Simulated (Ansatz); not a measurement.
Take BeTe in the zinc blende structure (space group F-43m, No. 216; a = 5.5542 Å) as the base.

The change: a hydrostatic pressure of 4.5 GPa.

Calculations: DFT with LDA, PAW potentials and a 420 eV plane-wave cutoff in Ansatz (an electronic-structure program), spin-orbit coupling left out.

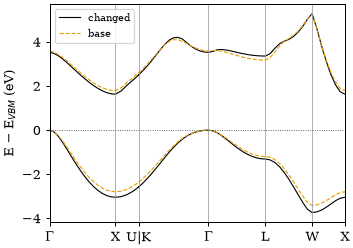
Figure: Highest valence and lowest conduction band along the path, each from its own valence-band maximum

### Question
Read the changed gap and its character from the plot.

### Answer
About 1.6 eV, indirect, Γ → X.

With Te present, leaving out spin-orbit coupling can change the band edges. Load acts through the strain it causes; cell and atoms are relaxed under it. Stability against distortions was not tested.
